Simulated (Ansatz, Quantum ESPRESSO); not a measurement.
# LiCa (Pm-3m): phonons by linear response, part 2 of 3

How does LiCa (Pm-3m) vibrate, and is this structure a minimum?

Quantum ESPRESSO 7.5; DFT PBE, scalar-relativistic, plane waves, PseudoDojo norm-conserving pseudopotentials.

So far. Step 2 (A probe with smearing): No gap opens on this mesh, so smearing is kept; the start stands at 0.74 GPa. Step 4 (Ground state): The cell stands at -0.005 GPa, close enough for phonons. The relaxed cell has a = 3.975 Å (conventional setting).

The structure was built from a prototype and need not be the compound's stable phase.

### Step 5. Phonons on a q mesh

Linear response treats each wavevector in the unit cell, with no supercell; the 2×2×2 mesh fixes the range of the force constants to be had.

Contents of ph.in:

```
phonons
&INPUTPH
  prefix       = 'x'
  outdir       = './tmp'
  fildyn       = 'x.dyn'
  tr2_ph       = 1.0d-18
  alpha_mix(1) = 0.4
  nmix_ph      = 8
  ldisp        = .true.
  nq1          = 2
  nq2          = 2
  nq3          = 2
/
```

Run with:

```bash
> OMP_NUM_THREADS=1 mpirun -n 4 ph.x -nk 4 -in ph.in > ph.out
```

The log of the run:

```text
[banners, grids, parts of the stress and lines that vanish by symmetry left out]
[banner, memory and clock lines left out]
Program PHONON v.7.5

     ./tmp/x.save/

     IMPORTANT: XC functional enforced from input :
     Exchange-correlation= PBE
                           (   1   4   3   4   0   0   0)
     Any further DFT definition will be discarded
     Please, verify this is what you really want

     G-vector sticks info

     Reading collected, re-writing distributed wavefunctions in ./tmp/

     Dynamical matrices for ( 2, 2, 2)  uniform grid of q-points
     (   4 q-points):
       N         xq(1)         xq(2)         xq(3)
       1   0.000000000   0.000000000   0.000000000
       2   0.000000000   0.000000000  -0.500000000
       3   0.000000000  -0.500000000  -0.500000000
       4  -0.500000000  -0.500000000  -0.500000000

     Number and degeneracy of irreps per q-point
       N         xq(1)         xq(2)         xq(3)   N irreps
       1   0.000000000   0.000000000   0.000000000       2
        3   3
       2   0.000000000   0.000000000  -0.500000000       4
        1   2   1   2
       3   0.000000000  -0.500000000  -0.500000000       4
        1   1   2   2
       4  -0.500000000  -0.500000000  -0.500000000       2
        3   3

     Calculation of q =    0.0000000   0.0000000   0.0000000

     phonons

     bravais-lattice index     =            0
     lattice parameter (alat)  =       7.5114  a.u.
     unit-cell volume          =     423.7940 (a.u.)^3
     number of atoms/cell      =            2
     number of atomic types    =            2
     kinetic-energy cut-off    =      74.0000  Ry
     charge density cut-off    =     296.0000  Ry
     convergence threshold     =      1.0E-18
     beta                      =       0.4000
     number of iterations used =            8
     Exchange-correlation= PBE
                           (   1   4   3   4   0   0   0)

     celldm(1)=    7.51135  celldm(2)=    0.00000  celldm(3)=    0.00000
     celldm(4)=    0.00000  celldm(5)=    0.00000  celldm(6)=    0.00000

     crystal axes: (cart. coord. in units of alat)
               a(1) = (  1.0000  0.0000  0.0000 )
               a(2) = (  0.0000  1.0000  0.0000 )
               a(3) = (  0.0000  0.0000  1.0000 )

     reciprocal axes: (cart. coord. in units 2 pi/alat)
               b(1) = (  1.0000  0.0000  0.0000 )
               b(2) = (  0.0000  1.0000  0.0000 )
               b(3) = (  0.0000  0.0000  1.0000 )

     Atoms inside the unit cell:

     Cartesian axes

     site n.  atom      mass           positions (alat units)
        1  Ca     40.0780   tau(    1) = (    0.00000    0.00000    0.00000  )
        2  Li      6.9400   tau(    2) = (    0.50000    0.50000    0.50000  )

     Computing dynamical matrix for
                    q = (   0.0000000   0.0000000   0.0000000 )

     49 Sym.Ops. (with q -> -q+G )

     G cutoff =  423.0274  (  36377 G-vectors)     FFT grid: ( 45, 45, 45)

     number of k points=    35  Marzari-Vanderbilt smearing, width (Ry)=  0.0200

     PseudoPot. # 1 for Ca read from file:
     ./pseudo/Ca.upf
     Pseudo is Norm-conserving + core correction, Zval = 10.0
     Using radial grid of 1766 points,  6 beta functions with:
                l(1) =   0
                l(2) =   0
                l(3) =   1
                l(4) =   1
                l(5) =   2
                l(6) =   2

     PseudoPot. # 2 for Li read from file:
     ./pseudo/Li.upf
     Pseudo is Norm-conserving, Zval =  3.0
     Using radial grid of 1944 points,  4 beta functions with:
                l(1) =   0
                l(2) =   0
                l(3) =   1
                l(4) =   1

     Mode symmetry, O_h (m-3m)  point group:

     Atomic displacements:
     There are    2 irreducible representations

     Representation     1      3 modes -  To be done

     Representation     2      3 modes -  To be done

     Alpha used in Ewald sum =   2.8000

     Representation #   1 modes #   1   2   3

     Self-consistent Calculation
      iter #   1   av.it.:   4.1
      thresh= 1.000E-02 alpha_mix =  0.400 |ddv_scf|^2 =  5.453E-08
      iter #   2   av.it.:  10.3
      thresh= 2.335E-05 alpha_mix =  0.400 |ddv_scf|^2 =  1.041E-08
      iter #   3   av.it.:  10.6
      thresh= 1.020E-05 alpha_mix =  0.400 |ddv_scf|^2 =  8.192E-10
      iter #   4   av.it.:  11.1
      thresh= 2.862E-06 alpha_mix =  0.400 |ddv_scf|^2 =  3.846E-11
      iter #   5   av.it.:  11.5
      thresh= 6.201E-07 alpha_mix =  0.400 |ddv_scf|^2 =  6.928E-13
      iter #   6   av.it.:  11.8
      thresh= 8.324E-08 alpha_mix =  0.400 |ddv_scf|^2 =  4.905E-14
      iter #   7   av.it.:  12.0
      thresh= 2.215E-08 alpha_mix =  0.400 |ddv_scf|^2 =  8.750E-16
      iter #   8   av.it.:  11.9
      thresh= 2.958E-09 alpha_mix =  0.400 |ddv_scf|^2 =  1.398E-18
      iter #   9   av.it.:  11.2
      thresh= 1.182E-10 alpha_mix =  0.400 |ddv_scf|^2 =  3.300E-19

     End of self-consistent calculation

     Convergence has been achieved

     Representation #   2 modes #   4   5   6

     Self-consistent Calculation
      iter #   1   av.it.:   6.3
      thresh= 1.000E-02 alpha_mix =  0.400 |ddv_scf|^2 =  7.995E-07
      iter #   2   av.it.:  10.7
      thresh= 8.941E-05 alpha_mix =  0.400 |ddv_scf|^2 =  2.593E-08
      iter #   3   av.it.:  10.8
      thresh= 1.610E-05 alpha_mix =  0.400 |ddv_scf|^2 =  1.353E-09
      iter #   4   av.it.:  12.0
      thresh= 3.678E-06 alpha_mix =  0.400 |ddv_scf|^2 =  1.033E-11
      iter #   5   av.it.:  11.9
      thresh= 3.214E-07 alpha_mix =  0.400 |ddv_scf|^2 =  1.377E-12
[...]
End of self-consistent calculation

     Convergence has been achieved

     Number of q in the star =    1
     List of q in the star:
          1   0.000000000   0.000000000   0.000000000

     Diagonalizing the dynamical matrix

     q = (    0.000000000   0.000000000   0.000000000 )

 **************************************************************************
     freq (    1) =      -0.068130 [THz] =      -2.272588 [cm-1]
     freq (    2) =      -0.068130 [THz] =      -2.272588 [cm-1]
     freq (    3) =      -0.068130 [THz] =      -2.272588 [cm-1]
     freq (    4) =       7.743654 [THz] =     258.300483 [cm-1]
     freq (    5) =       7.743654 [THz] =     258.300483 [cm-1]
     freq (    6) =       7.743654 [THz] =     258.300483 [cm-1]
 **************************************************************************

     Mode symmetry, O_h (m-3m)  point group:

     freq (   1-   3) =         -2.3  [cm-1]   --> T_1u G_15  G_4- I
     freq (   4-   6) =        258.3  [cm-1]   --> T_1u G_15  G_4- I

     Calculation of q =    0.0000000   0.0000000  -0.5000000
     [... set-up and bands at k+q left out ...]

     Mode symmetry, D_4h(4/mmm) point group:

     Atomic displacements:
     There are    4 irreducible representations

     Representation     1      1 modes -  To be done

     Representation     2      2 modes -  To be done

     Representation     3      1 modes -  To be done

     Representation     4      2 modes -  To be done

     Message from routine init_vloc:
     Interpolation table for Vloc re-allocated

     Alpha used in Ewald sum =   2.8000

     Representation #   1 mode #   1

     Self-consistent Calculation

[...]
End of self-consistent calculation

     Convergence has been achieved

     Representation #   2 modes #   2   3

     Self-consistent Calculation

[...]
End of self-consistent calculation

     Convergence has been achieved

     Representation #   3 mode #   4

     Self-consistent Calculation

[...]
End of self-consistent calculation

     Convergence has been achieved

     Representation #   4 modes #   5   6

     Self-consistent Calculation

[...]
End of self-consistent calculation

     Convergence has been achieved

     Number of q in the star =    3
     List of q in the star:
          1   0.000000000   0.000000000  -0.500000000
          2   0.000000000  -0.500000000   0.000000000
          3  -0.500000000   0.000000000   0.000000000

     Diagonalizing the dynamical matrix

     q = (    0.000000000   0.000000000  -0.500000000 )

 **************************************************************************
     freq (    1) =       2.765493 [THz] =      92.246928 [cm-1]
     freq (    2) =       2.765493 [THz] =      92.246928 [cm-1]
     freq (    3) =       3.617647 [THz] =     120.671730 [cm-1]
     freq (    4) =       6.016120 [THz] =     200.676174 [cm-1]
     freq (    5) =       7.359393 [THz] =     245.482918 [cm-1]
     freq (    6) =       7.359393 [THz] =     245.482918 [cm-1]
 **************************************************************************

     Mode symmetry, D_4h(4/mmm) point group:

     freq (   1-   2) =         92.2  [cm-1]   --> E_u  X_5' M_5'
     freq (   3-   3) =        120.7  [cm-1]   --> A_2u X_4' M_4'
     freq (   4-   4) =        200.7  [cm-1]   --> A_1g X_1  M_1
     freq (   5-   6) =        245.5  [cm-1]   --> E_g  X_5  M_5

     Calculation of q =    0.0000000  -0.5000000  -0.5000000
     [... set-up and bands at k+q left out ...]

     Mode symmetry, D_4h(4/mmm) point group:

     Atomic displacements:
     There are    4 irreducible representations

     Representation     1      1 modes -  To be done

     Representation     2      1 modes -  To be done

     Representation     3      2 modes -  To be done

     Representation     4      2 modes -  To be done

     Alpha used in Ewald sum =   2.8000

     Representation #   1 mode #   1

     Self-consistent Calculation

[...]
End of self-consistent calculation

     Convergence has been achieved

     Representation #   2 mode #   2

     Self-consistent Calculation

[...]
End of self-consistent calculation

     Convergence has been achieved

     Representation #   3 modes #   3   4

     Self-consistent Calculation

[...]
End of self-consistent calculation

     Convergence has been achieved

     Representation #   4 modes #   5   6

     Self-consistent Calculation

[...]
End of self-consistent calculation

     Convergence has been achieved

     Number of q in the star =    3
     List of q in the star:
          1   0.000000000  -0.500000000  -0.500000000
          2  -0.500000000  -0.500000000   0.000000000
          3  -0.500000000   0.000000000  -0.500000000

     Diagonalizing the dynamical matrix

     q = (    0.000000000  -0.500000000  -0.500000000 )

 **************************************************************************
     freq (    1) =       2.416710 [THz] =      80.612763 [cm-1]
     freq (    2) =       2.599415 [THz] =      86.707147 [cm-1]
     freq (    3) =       2.599415 [THz] =      86.707147 [cm-1]
     freq (    4) =       6.761133 [THz] =     225.527126 [cm-1]
     freq (    5) =       6.761133 [THz] =     225.527126 [cm-1]
     freq (    6) =       7.748958 [THz] =     258.477407 [cm-1]
 **************************************************************************

     Mode symmetry, D_4h(4/mmm) point group:

     freq (   1-   1) =         80.6  [cm-1]   --> A_2u X_4' M_4'
     freq (   2-   3) =         86.7  [cm-1]   --> E_u  X_5' M_5'
     freq (   4-   5) =        225.5  [cm-1]   --> E_u  X_5' M_5'
     freq (   6-   6) =        258.5  [cm-1]   --> B_1u X_2' M_2'

     Calculation of q =   -0.5000000  -0.5000000  -0.5000000
     [... set-up and bands at k+q left out ...]

     Mode symmetry, O_h (m-3m)  point group:

     Atomic displacements:
     There are    2 irreducible representations

     Representation     1      3 modes -  To be done

     Representation     2      3 modes -  To be done

     Alpha used in Ewald sum =   2.8000

     Representation #   1 modes #   1   2   3

     Self-consistent Calculation

[...]
End of self-consistent calculation

     Convergence has been achieved

     Representation #   2 modes #   4   5   6

     Self-consistent Calculation

[...]
iter #   3   av.it.:  10.8
      thresh= 8.582E-06 alpha_mix =  0.400 |ddv_scf|^2 =  2.103E-09

      iter #   4   av.it.:  11.4
      thresh= 4.585E-06 alpha_mix =  0.400 |ddv_scf|^2 =  2.600E-11

      iter #   5   av.it.:  11.6
      thresh= 5.099E-07 alpha_mix =  0.400 |ddv_scf|^2 =  3.549E-13

      iter #   6   av.it.:  10.2
      thresh= 5.957E-08 alpha_mix =  0.400 |ddv_scf|^2 =  5.685E-14

      iter #   7   av.it.:  11.1
      thresh= 2.384E-08 alpha_mix =  0.400 |ddv_scf|^2 =  1.730E-16

      iter #   8   av.it.:  11.9
      thresh= 1.315E-09 alpha_mix =  0.400 |ddv_scf|^2 =  1.976E-18

      iter #   9   av.it.:  11.6
      thresh= 1.406E-10 alpha_mix =  0.400 |ddv_scf|^2 =  1.110E-19

     End of self-consistent calculation

     Convergence has been achieved

     Number of q in the star =    1
     List of q in the star:
          1  -0.500000000  -0.500000000  -0.500000000

     Diagonalizing the dynamical matrix

     q = (   -0.500000000  -0.500000000  -0.500000000 )

 **************************************************************************
     freq (    1) =       4.530033 [THz] =     151.105645 [cm-1]
     freq (    2) =       4.530033 [THz] =     151.105645 [cm-1]
     freq (    3) =       4.530033 [THz] =     151.105645 [cm-1]
     freq (    4) =       6.148404 [THz] =     205.088668 [cm-1]
     freq (    5) =       6.148404 [THz] =     205.088668 [cm-1]
     freq (    6) =       6.148404 [THz] =     205.088668 [cm-1]
 **************************************************************************

     Mode symmetry, O_h (m-3m)  point group:

     freq (   1-   3) =        151.1  [cm-1]   --> T_1u G_15  G_4-
     freq (   4-   6) =        205.1  [cm-1]   --> T_2g G_25' G_5+


[key lines of the parts left out:]
the Fermi energy is     3.6356 ev
```

The job ended after 22 min (4 MPI ranks of Arm Neoverse N1, shared host).

This step gave:

* largest acoustic frequency at the zone centre before the sum rule: -2.27 cm⁻¹
* highest optical zone-centre mode (no LO-TO term): 258.3 cm⁻¹
* lowest optical zone-centre mode: 258.3 cm⁻¹
* lowest mode on the q mesh (acoustic ones at the zone centre apart): 80.61 cm⁻¹

Frequencies (cm⁻¹) at each irreducible wavevector; negative means imaginary. Frequencies by wavevector:

```tsv
q (fractions)	star	mode 1	mode 2	mode 3	mode 4	mode 5	mode 6
0 0 0	1	-2.27	-2.27	-2.27	258.3	258.3	258.3
0 0 -0.5	3	92.25	92.25	120.7	200.7	245.5	245.5
0 -0.5 -0.5	3	80.61	86.71	86.71	225.5	225.5	258.5
-0.5 -0.5 -0.5	1	151.1	151.1	151.1	205.1	205.1	205.1
```

The acoustic modes at Γ come out as far as 2.3 cm⁻¹ from zero, where they should vanish, a small numerical error.

### Step 6. Fourier transform to real space

The dynamical matrices of the mesh are Fourier-transformed to force constants in real space.

Contents of q2r.in:

```
&INPUT
  fildyn = 'x.dyn'
  zasr   = 'simple'
  flfrc  = 'x.fc'
/
```

Run with:

```bash
> q2r.x < q2r.in > q2r.out
```

The log of the run:

```text
[banners, grids, parts of the stress and lines that vanish by symmetry left out]
[banner, memory and clock lines left out]
Program Q2R v.7.5

  reading grid info from file x.dyn0

  reading force constants from file x.dyn1
  Dielectric Tensor not found
  nqs=            1
 q=   0.00000000  0.00000000  0.00000000
  reading force constants from file x.dyn2
  nqs=            3
 q=   0.00000000  0.00000000 -0.50000000
[...]
reading force constants from file x.dyn3
  nqs=            3
[...]
q=  -0.50000000  0.00000000 -0.50000000
  reading force constants from file x.dyn4
  nqs=            1
 q=  -0.50000000 -0.50000000 -0.50000000

      q-space grid ok, #points =    8

      fft-check success (sum of imaginary terms < 10^-12)
```

Run time: 0.5 s. Hardware: 1 thread.

### Step 7. Interpolated phonon bands

From the force constants any wavevector is cheap; points of the mesh come back as solved, but for the sum rule and, in polar crystals, the LO-TO term at Γ; the rest is interpolation.

Contents of matdyn.in:

```
&INPUT
  asr              = 'simple'
  flfrc            = 'x.fc'
  flfrq            = 'x.freq'
  flvec            = 'x.modes'
  q_in_band_form   = .true.
  q_in_cryst_coord = .true.
/
8
  0.0000000   0.0000000   0.0000000  12  ! GAMMA
  0.0000000   0.5000000   0.0000000  12  ! X
  0.5000000   0.5000000   0.0000000  12  ! M
  0.0000000   0.0000000   0.0000000  12  ! GAMMA
  0.5000000   0.5000000   0.5000000  12  ! R
  0.0000000   0.5000000   0.0000000   1  ! X
  0.5000000   0.5000000   0.5000000  12  ! R
  0.5000000   0.5000000   0.0000000   1  ! M
```

Run with:

```bash
> matdyn.x -in matdyn.in > matdyn.out
```

The log of the run:

```text
[banner, memory and clock lines left out]
Program MATDYN v.7.5

 mass for atomic type   1 not given; uses mass from file x.fc
 mass for atomic type   2 not given; uses mass from file x.fc
     Message from routine matdyn:
     Z* not found in file x.fc, TO-LO splitting at q=0 will be absent!
     Message from routine matdyn:
     Z* not found in file x.fc, TO-LO splitting at q=0 will be absent!

Note: The following floating-point exceptions are signalling: IEEE_UNDERFLOW_FLAG
```

It took 0.49 s on 1 thread.

This step gave:

| Item | Value |
| --- | --- |
| lowest frequency on the path | 0 cm⁻¹ |
| mean frequency | 164.1 cm⁻¹ |
| Debye temperature (second moment) | 333 K |
| logarithmic mean frequency | 146 cm⁻¹ |

Matdyn.x, sum rule simple. The phonon branches at the labelled points (cm⁻¹):

```tsv
point	branch 1	branch 2	branch 3	branch 4	branch 5	branch 6
Γ	0	0	0	258	258	258
X	92	92	121	201	246	246
M	81	87	87	226	226	259
Γ	0	0	0	258	258	258
R	151	151	151	205	205	205
X	92	92	121	201	246	246
jump to R	151	151	151	205	205	205
M	81	87	87	226	226	259
```

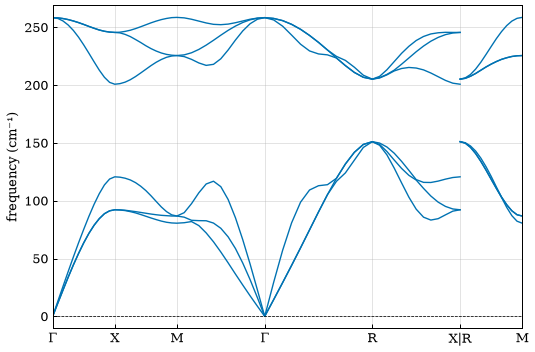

Phonon branches along the path.

Lowest modes at the softest wavevector of the mesh; phase exp(i q.(R + tau)). Modes at q = (0.000, 0.500, 0.500), with each element's share of the kinetic energy:

```tsv
mode	frequency (cm⁻¹)	Ca %	Li %
1	80.6	100	0
2	86.7	75	25
3	86.7	75	25
4	225.5	25	75
5	225.5	25	75
6	258.5	0	100
```

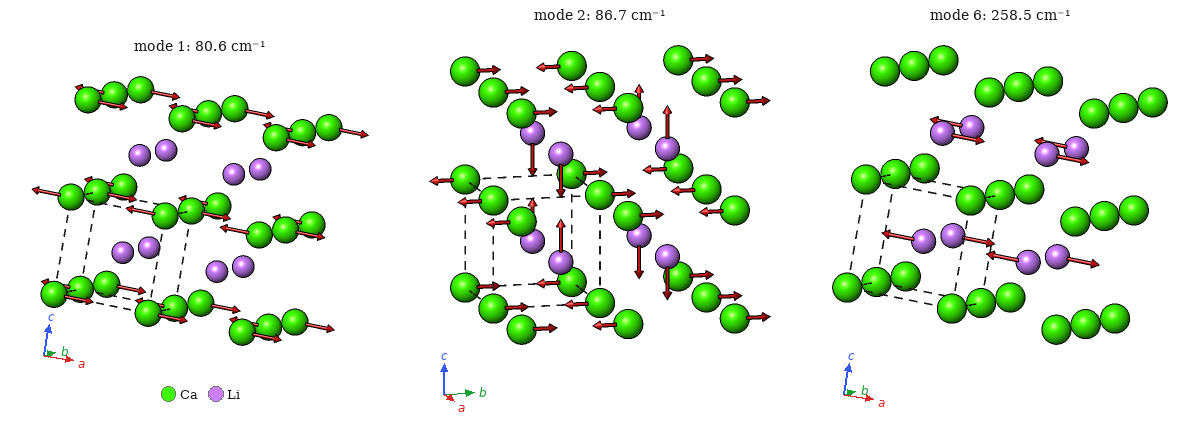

Displacement patterns of modes 1, 2 and 6 at q = (0.000, 0.500, 0.500); arrows are exaggerated. 2×2×2 cells are drawn. Some periodic images of atoms are drawn too.

Force constants by pair (phonopy on the run's constants); pairs near half the supercell's span include their periodic images. Pair force constants, by row:

```tsv
atom	neighbour	distance (Å)	third of the trace (eV/Å²)	along the pair's line (eV/Å²)
Ca1	itself	0	1.973	–
Ca1	Li	3.442	-0.1815	-0.4675
Ca1	Ca	3.975	-0.3081	-0.7432
Ca1	Ca	5.621	0.1453	0.2142
Ca1	Ca	6.885	-0.0322	-0.0322
Li2	itself	0	1.298	–
Li2	Ca	3.442	-0.1815	-0.4675
Li2	Li	3.975	0.0617	0.2599
Li2	Li	5.621	-0.0119	-0.0259
Li2	Li	6.885	0.0042	0.0042
```

Harmonic mean-square displacement, third of the trace. Mean-square displacements:

```tsv
T (K)	Ca1 U_eq (Å²)	Li2 U_eq (Å²)
0	0.00455	0.01215
100	0.00925	0.01632
300	0.02518	0.0358
600	0.04986	0.06876
```

Mode patterns, pair constants, displacements and means over the zone were worked out by phonopy from the force constants of q2r.x.

All branches are real along the path.

### Step 8. Density of states

Sums over the zone need many more wavevectors than were solved, so the interpolation is sampled on a dense mesh.

Contents of matdyn.in:

```
&INPUT
  asr    = 'simple'
  flfrc  = 'x.fc'
  dos    = .true.
  fldos  = 'x.dos'
  nk1    = 11
  nk2    = 11
  nk3    = 11
  deltaE = 0.3
/
```

Run with:

```bash
> matdyn.x -in matdyn.in > matdyn.out
```

The log of the run:

```text
[banner, memory and clock lines left out]
Program MATDYN v.7.5

 mass for atomic type   1 not given; uses mass from file x.fc
 mass for atomic type   2 not given; uses mass from file x.fc
     Message from routine matdyn:
     Z* not found in file x.fc, TO-LO splitting at q=0 will be absent!

Note: The following floating-point exceptions are signalling: IEEE_UNDERFLOW_FLAG
```

Run time: 4.9 s. Hardware: 1 thread.

Numbers from this step:

```
share of modes beyond 3i cm⁻¹ on the dense interpolated mesh : 0
zero-point energy per atom                                   : 30.54 meV
heat capacity at 300 K                                       : 23.49 J/(mol atoms K)
vibrational entropy at 300 K                                 : 34.55 J/(mol atoms K)
```

The phonon density of states has structure finer than the step of the table below, so its rows give means over 20 cm⁻¹, whole bins alone (the curve runs from 0 to 258 cm⁻¹). Peaks (cm⁻¹: height): total 84.0: 0.0779, 115.5: 0.145, 217.5: 0.105, 247.5: 0.103; Ca 84.0: 0.0720, 115.5: 0.138; Li 217.5: 0.0937, 247.5: 0.0975.

Tetrahedra. The phonon density of states by wavenumber; means over each step; values in 1/cm⁻¹/cell:

```tsv
wavenumber (cm⁻¹)	total	Ca	Li
20	9.6e-4	8.2e-4	1.4e-4
40	0.00487	0.00420	6.7e-4
60	0.0127	0.0111	0.00160
80	0.0452	0.0411	0.00413
100	0.0398	0.0364	0.00345
120	0.0413	0.0386	0.00269
140	0.00537	0.00508	3.0e-4
160	0	0	0
180	0	0	0
200	0.00346	1.9e-4	0.00327
220	0.0600	0.00650	0.0535
240	0.0654	0.00491	0.0605
```

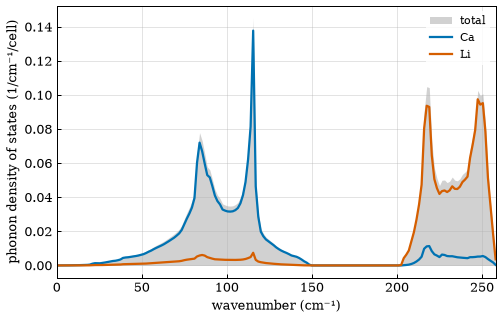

Phonon density of states, plotted against wavenumber.

Harmonic thermodynamic functions per atom, summed over the density of states scaled to three modes an atom; melting is ignored. Thermodynamic functions:

```tsv
T (K)	F_vib (meV/atom)	S (J/mol-atom/K)	C_V (J/mol-atom/K)
0	30.54	0	0
50	29.95	3.841	7.692
100	25.86	11.97	15.91
200	6.1	25.32	21.88
300	-25.19	34.55	23.49
400	-64.71	41.41	24.11
500	-110.5	46.82	24.4
600	-161.4	51.29	24.57
700	-216.6	55.08	24.66
800	-275.4	58.38	24.73
900	-337.5	61.3	24.77
1000	-402.4	63.91	24.81
```

At 300 K the heat capacity has reached 94 % of the Dulong-Petit value.

(Part 2 of 3 ends here.)

[Host names and launcher messages were left out of these logs when they were recorded.]

[Logs are printed without paths, hosts, clocks, repeated set-up lines and the standing remarks that a program may print on its own settings, such as how far it seeks lower states.]

[Hosts, paths, dates, database ids (printed as entryN), source tags and the programs' standing remarks are cut or masked in the printed files.]
